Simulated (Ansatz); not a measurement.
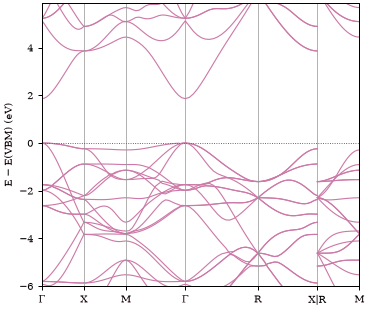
Figure. Band structure from DFT-r²SCAN in the program Ansatz with PAW potentials

Question: Read off the gap and where the band edges lie.

Answer: About 1.9 eV (1.86 eV by a search for the band edges); maximum at Γ, minimum at Γ.

Question: Which of these materials gives this?
A. SrTiO3, cubic perovskite
B. BP, Pm-3n (B on 6c, P on 6d)
C. GaN, Pm-3n (Ga on 6c, N on 6d)

Answer: C, GaN, Pm-3n (Ga on 6c, N on 6d)

The start of the workflow was typed in or built on a structure type; neither database checked (COD, Materials Project) lists it. It is not the phase usual at ambient conditions (space group No. 186, 216). Symmetry was held in the r²SCAN relaxation; its stability against distortions is not shown here. Spin–orbit coupling is left out wherever it is not named.

Potentials: the later of the program's two PAW sets.
